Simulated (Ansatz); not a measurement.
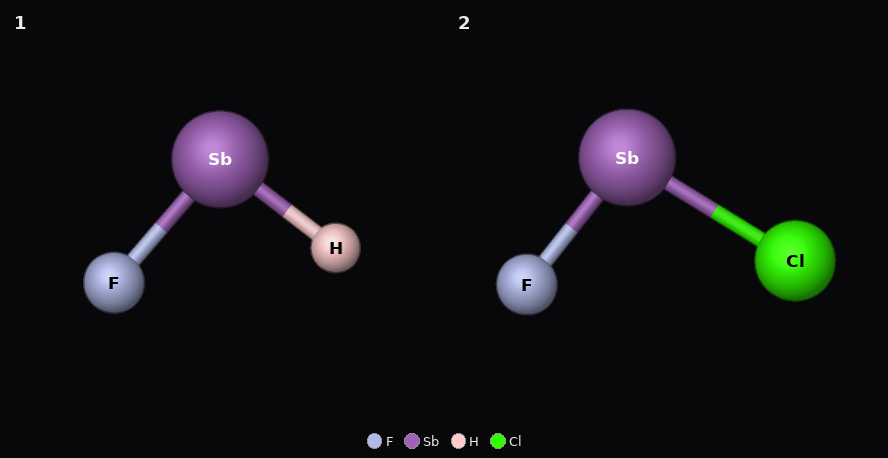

2 molecules with one skeleton, seen from the same side and at one scale. State: neutral, doublet. Computed geometries: PBE0-D4/def2-TZVP optimisations, one conformation each. Properties computed with Ansatz 0.2.0. Elements past Kr carry core potentials.

One atom differs, called X below: H in panel 1, Cl in panel 2. Their formulas are FHSb (`[F][SbH]`), SbClF (`[F][Sb][Cl]`).

### In which is the angle F–Sb–X larger (PBE0-D4/def2-TZVP)?

In panel 2 (X = Cl).

### In which is the dipole moment larger (PBE0-D4/def2-TZVP)?

In panel 2 (X = Cl).

Give the values. With PBE0-D4/def2-TZVP: length of X–Sb (Å), angle F–Sb–X (°), dipole moment (D), harmonic zero-point energy (kJ/mol), harmonic X–Sb stretching wavenumber (cm⁻¹).

```tsv
quantity	1 (H)	2 (Cl)	2 − 1
length of X–Sb (Å)	1.720	2.329	+0.609
angle F–Sb–X (°)	93.1	96.7	+3.6
dipole moment (D)	2.46	2.89	+0.43
harmonic zero-point energy (kJ/mol)	19.2	7.0	−12.2
harmonic X–Sb stretching wavenumber (cm⁻¹)	1930	377	−1553
```
